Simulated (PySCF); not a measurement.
Run report: BH2F (charge +1), geometry relaxation (part 1 of 2)

The run: geometry relaxation of BH2F, charge +1, multiplicity 2. Method and program: B3LYP/def2-TZVP, UKS (PySCF 2.14.0).

The atoms were displaced at random from an optimised geometry. The geometry is that of the parent species in another charge or spin state. Figures and captions count atoms from 1; the log counts them from 0 in places.

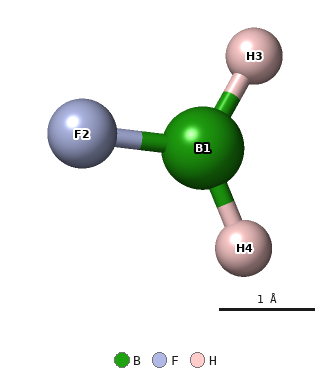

Fig. 1: The input geometry (ball-and-stick view, seen at a tilt; atoms are numbered from 1 in the order of the input).

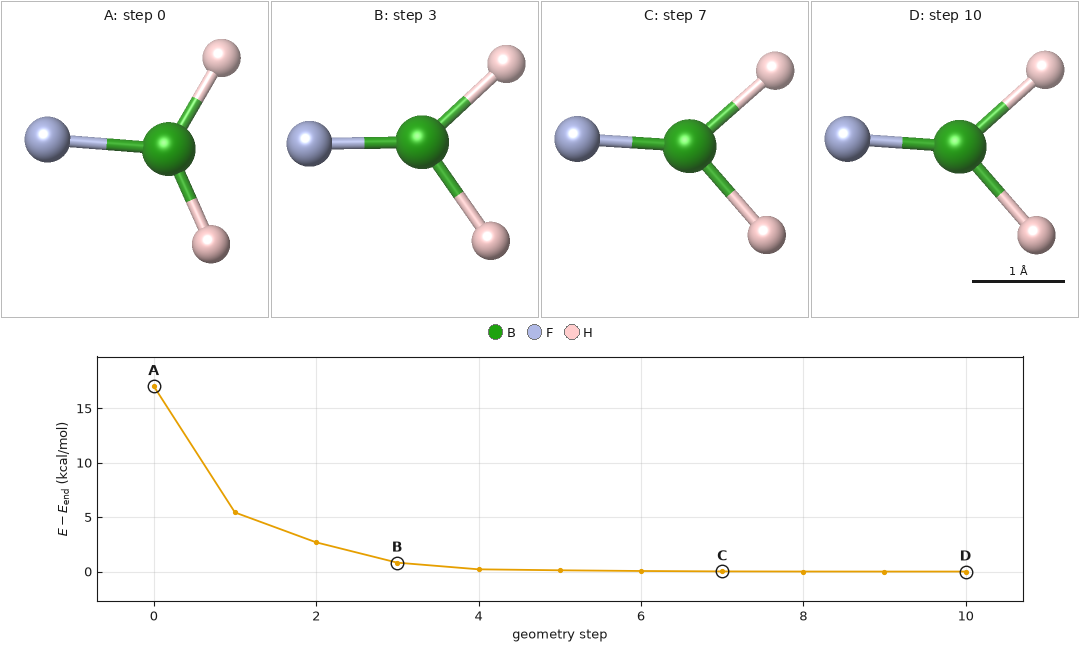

Fig. 2: Frames of the relaxation (ball-and-stick view, seen at a tilt) above the curves, on which the letters mark them (steps are counted from 0).

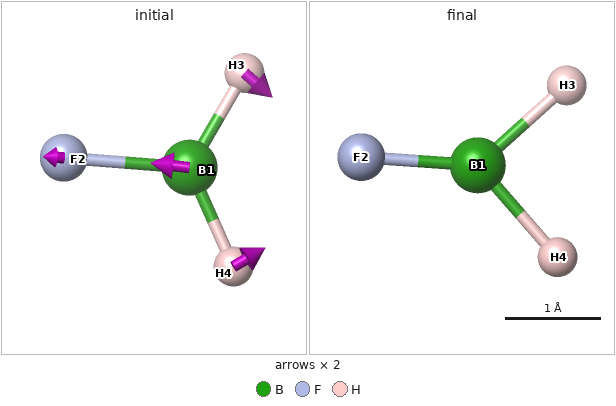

Fig. 3: Before (left) and after (right) the relaxation, at one scale (ball-and-stick view, seen at a tilt). The pink arrows give the displacements, magnified 2 times. The atom that moves furthest after the best rigid fit is B1 (0.21 Å). Largest moves by element: B 0.21 Å, H 0.20 Å, F 0.11 Å. Among the contacts that change: B1–H4 1.140 → 1.280 Å, B1–H3 1.178 → 1.280 Å, B1–F2 1.335 → 1.239 Å. Among the angles that change: H3–B1–H4 125.5° → 91.1°, F2–B1–H3 116.1° → 134.5°, F2–B1–H4 118.1° → 134.4°. Over 10 geometry steps the energy falls by 17.0 kcal/mol. Largest force component: 5.3 eV/Å at the start, 0.0027 eV/Å at the end. (Atoms are counted from 1 in the order of the input.)

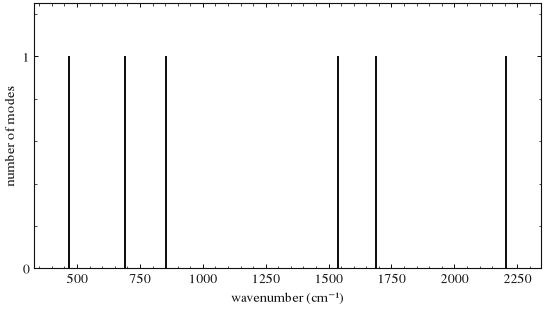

Fig. 4: Harmonic vibrational wavenumbers from the force constants; neighbouring modes closer than 8 cm⁻¹ are counted in one stick. 6 modes from 467 to 2206 cm⁻¹, none imaginary.

These pictures come from the run below.

### The input (input.py)
```python
import numpy
from pyscf import gto, dft, symm
from pyscf.hessian import thermo
from pyscf.geomopt.geometric_solver import kernel as optimise

mol = gto.Mole()
mol.atom = [
    ('B', (-0.053328, 0.036811, -0.022185)),
    ('F', (1.057358, -0.284634, 0.645346)),
    ('H', (-0.998541, -0.633635, 0.189585)),
    ('H', (0.013045, 0.855999, -0.811550)),
]
mol.max_memory = 1860
mol.basis = 'def2-tzvp'
mol.spin = 1
mol.charge = 1
mol.verbose = 3
mol.build()

mf = dft.UKS(mol, xc='b3lyp')
mf.grids.level = 4
mf.conv_tol = 1e-10
mf = mf.newton()
converged, mol_eq = optimise(mf, maxsteps=80)
print('converged:', converged)
print(mol_eq.tostring())

mf.reset(mol_eq)
mol = mol_eq
mf.kernel()
etot = mf.e_tot
print('E(%s) = %.9f' % ('B3LYP', etot))
hess = mf.Hessian().kernel()
modes = thermo.harmonic_analysis(mol, hess)
print('frequencies (1/cm)', numpy.round(modes['freq_wavenumber'], 1))
symm.geom.TOLERANCE = 1e-3  # for the symmetry number
th = thermo.thermo(mf, modes['freq_au'], 298.15, 101325)
thermo.dump_thermo(mol, th)
```

Command:
```bash
OMP_NUM_THREADS=1 python input.py
```

### What the program printed
```
[file] SyntaxWarning: invalid escape sequence '\W'
  S = {(paw_set(r)[0], bool(re.search(r"spin_orbit\W+true|paw_fr", str((r.get("files") or {}).get("input") or "")) or re.search("(?i)spin.orbit\W+(value\W+)?(true|yes)|value\W+spin-orbit", json.dumps(r.get("inputs"), default=str)))) for r in records}

#|     Arguments passed to driver run_optimizer():      |#
customengine              <pyscf.geomopt.geometric_solver.PySCFEngine object>
maxiter                   80
----------------------------------------------------------
Custom engine selected.
Bonds will be generated from interatomic distances less than 1.20 times sum of covalent radii
12 internal coordinates being used (instead of 12 Cartesians)
Internal coordinate system (atoms numbered from 1):
Distance 1-2
Distance 1-3
Distance 1-4
Angle 2-1-4
Angle 3-1-4
Out-of-Plane 1-2-3-4
Translation-X 1-4
Translation-Y 1-4
Translation-Z 1-4
Rotation-A 1-4
Rotation-B 1-4
Rotation-C 1-4
<class 'geometric.internal.Distance'> : 3
<class 'geometric.internal.Angle'> : 2
<class 'geometric.internal.OutOfPlane'> : 1
<class 'geometric.internal.TranslationX'> : 1
<class 'geometric.internal.TranslationY'> : 1
<class 'geometric.internal.TranslationZ'> : 1
<class 'geometric.internal.RotationA'> : 1
<class 'geometric.internal.RotationB'> : 1
<class 'geometric.internal.RotationC'> : 1
> ===== Optimization Info: ====
> Job type: Energy minimization
> Maximum number of optimization cycles: 80
> Initial / maximum trust radius (Angstrom): 0.100 / 0.300
> Convergence Criteria:
> Will converge when all 5 criteria are reached:
>  |Delta-E| < 1.00e-06
>  RMS-Grad  < 3.00e-04
>  Max-Grad  < 4.50e-04
>  RMS-Disp  < 1.20e-03
>  Max-Disp  < 1.80e-03
> === End Optimization Info ===

Geometry optimization cycle 1
Cartesian coordinates (Angstrom)
 Atom        New coordinates             dX        dY        dZ
   B  -0.053328   0.036811  -0.022185    0.000000  0.000000  0.000000
   F   1.057358  -0.284634   0.645346    0.000000  0.000000 -0.000000
   H  -0.998541  -0.633635   0.189585    0.000000  0.000000  0.000000
   H   0.013045   0.855999  -0.811550    0.000000  0.000000  0.000000

WARN: Mole.unit (angstrom) is changed to Bohr

WARN: HOMO -0.371519400727994 >= LUMO -0.371519400727994

converged SCF energy = -125.521243830103  <S^2> = 0.75603958  2S+1 = 2.0060305
--------------- SecondOrderUKS_Scanner gradients ---------------
         x                y                z
0 B    -0.1035105873     0.0392544063    -0.0706350601
1 F     0.0558180530    -0.0160791249     0.0309934039
2 H     0.0381976138     0.0161672408    -0.0008005792
3 H     0.0095047583    -0.0393321095     0.0404657472
----------------------------------------------
cycle 1: E = -125.52124383  dE = -125.521  norm(grad) = 0.163019
Step    0 : Gradient = 8.151e-02/1.313e-01 (rms/max) Energy = -125.5212438301
Hessian Eigenvalues: 4.50000e-02 5.00000e-02 5.00000e-02 ... 2.63405e-01 2.96615e-01 5.83124e-01

Geometry optimization cycle 2
Cartesian coordinates (Angstrom)
 Atom        New coordinates             dX        dY        dZ
   B   0.021075  -0.047754  -0.028733    0.074403 -0.084565 -0.006548
   F   1.075594  -0.254832   0.658080    0.018236  0.029802  0.012734
   H  -1.073827  -0.626689   0.193413   -0.075286  0.006946  0.003828
   H  -0.004725   0.903375  -0.822559   -0.017770  0.047376 -0.011009
converged SCF energy = -125.539748707752  <S^2> = 0.75698032  2S+1 = 2.0069682
--------------- SecondOrderUKS_Scanner gradients ---------------
         x                y                z
0 B    -0.0429427024     0.0093594930    -0.0376906022
1 F     0.0234451768    -0.0009297870     0.0169239292
2 H     0.0086328910    -0.0011540275     0.0074128926
3 H     0.0108590482    -0.0072789977     0.0133370418
----------------------------------------------
cycle 2: E = -125.539748708  dE = -0.0185049  norm(grad) = 0.0683287
Step    1 : Displace = 7.504e-02/1.128e-01 (rms/max) Trust = 1.000e-01 (=) Grad = 3.416e-02/5.790e-02 (rms/max) E (change) = -125.5397487078 (-1.850e-02) Quality = 1.268
Hessian Eigenvalues: 4.99998e-02 5.00000e-02 5.00000e-02 ... 2.74214e-01 2.87317e-01 5.20184e-01

Geometry optimization cycle 3
Cartesian coordinates (Angstrom)
 Atom        New coordinates             dX        dY        dZ
   B   0.061383  -0.027323   0.127978    0.040308  0.020431  0.156711
   F   1.136929  -0.253658   0.638156    0.061335  0.001174 -0.019924
   H  -1.119690  -0.592594   0.087946   -0.045863  0.034095 -0.105467
   H  -0.060355   0.847678  -0.853317   -0.055630 -0.055697 -0.030758
converged SCF energy = -125.544127528918  <S^2> = 0.75682231  2S+1 = 2.0068107
--------------- SecondOrderUKS_Scanner gradients ---------------
         x                y                z
0 B     0.0379146290    -0.0008617215     0.0277196664
1 F    -0.0338973057     0.0086049829    -0.0235597450
2 H    -0.0114937404    -0.0099172285    -0.0006546582
3 H     0.0074727924     0.0021709820    -0.0034843842
----------------------------------------------
cycle 3: E = -125.544127529  dE = -0.00437882  norm(grad) = 0.0654856
Step    2 : Displace = 1.140e-01/1.625e-01 (rms/max) Trust = 1.414e-01 (+) Grad = 3.274e-02/4.697e-02 (rms/max) E (change) = -125.5441275289 (-4.379e-03) Quality = 0.527
Hessian Eigenvalues: 4.99999e-02 5.00000e-02 5.00000e-02 ... 2.74642e-01 3.02066e-01 6.73440e-01

Geometry optimization cycle 4
Cartesian coordinates (Angstrom)
 Atom        New coordinates             dX        dY        dZ
   B   0.071864  -0.052380   0.100001    0.010480 -0.025057 -0.027976
   F   1.154102  -0.260869   0.666703    0.017173 -0.007211  0.028547
   H  -1.110665  -0.557653   0.078103    0.009025  0.034941 -0.009843
   H  -0.096887   0.845125  -0.844578   -0.036533 -0.002553  0.008739
converged SCF energy = -125.547106302358  <S^2> = 0.7562145  2S+1 = 2.0062049
--------------- SecondOrderUKS_Scanner gradients ---------------
         x                y                z
0 B     0.0020645548     0.0007599738     0.0055443571
1 F     0.0000619940     0.0020379788    -0.0040196765
2 H    -0.0069785568    -0.0050986068     0.0002685921
3 H     0.0048309942     0.0023022399    -0.0017949194
----------------------------------------------
cycle 4: E = -125.547106302  dE = -0.00297877  norm(grad) = 0.0127485
Step    3 : Displace = 3.690e-02/3.838e-02 (rms/max) Trust = 1.414e-01 (=) Grad = 6.374e-03/8.647e-03 (rms/max) E (change) = -125.5471063024 (-2.979e-03) Quality = 1.283
Hessian Eigenvalues: 4.99992e-02 4.99999e-02 5.00000e-02 ... 2.53082e-01 2.86507e-01 7.79326e-01

Geometry optimization cycle 5
Cartesian coordinates (Angstrom)
 Atom        New coordinates             dX        dY        dZ
   B   0.095186  -0.064756   0.078827    0.023322 -0.012376 -0.021175
   F   1.151255  -0.280570   0.695662   -0.002846 -0.019701  0.028959
   H  -1.081307  -0.519749   0.067961    0.029358  0.037903 -0.010142
   H  -0.145408   0.839227  -0.842149   -0.048521 -0.005899  0.002429
converged SCF energy = -125.548080978706  <S^2> = 0.75569  2S+1 = 2.0056819
--------------- SecondOrderUKS_Scanner gradients ---------------
         x                y                z
0 B    -0.0041824783    -0.0033867712    -0.0001628716
1 F     0.0024895990     0.0007259591     0.0009998821
2 H     0.0004101849    -0.0003033443     0.0009505083
3 H     0.0012601205     0.0029641920    -0.0018006512
----------------------------------------------
cycle 5: E = -125.548080979  dE = -0.000974676  norm(grad) = 0.00717601
Step    4 : Displace = 4.226e-02/5.028e-02 (rms/max) Trust = 2.000e-01 (+) Grad = 3.588e-03/5.384e-03 (rms/max) E (change) = -125.5480809787 (-9.747e-04) Quality = 1.180
Hessian Eigenvalues: 4.98939e-02 4.99999e-02 5.00000e-02 ... 2.55891e-01 2.93409e-01 7.91019e-01

Geometry optimization cycle 6
Cartesian coordinates (Angstrom)
 Atom        New coordinates             dX        dY        dZ
   B   0.105398  -0.062428   0.080290    0.010212  0.002327  0.001463
   F   1.154290  -0.287093   0.703237    0.003034 -0.006523  0.007575
   H  -1.073980  -0.505565   0.057383    0.007326  0.014184 -0.010578
   H  -0.164709   0.829230  -0.840041   -0.019300 -0.009997  0.002108
converged SCF energy = -125.548223055551  <S^2> = 0.7554769  2S+1 = 2.0054694
--------------- SecondOrderUKS_Scanner gradients ---------------
         x                y                z
0 B    -0.0024748514    -0.0038972589     0.0009301820
1 F     0.0011838012     0.0006168477     0.0006190243
2 H     0.0013293484     0.0007319797     0.0003396662
3 H    -0.0000600296     0.0025551844    -0.0019017981
```
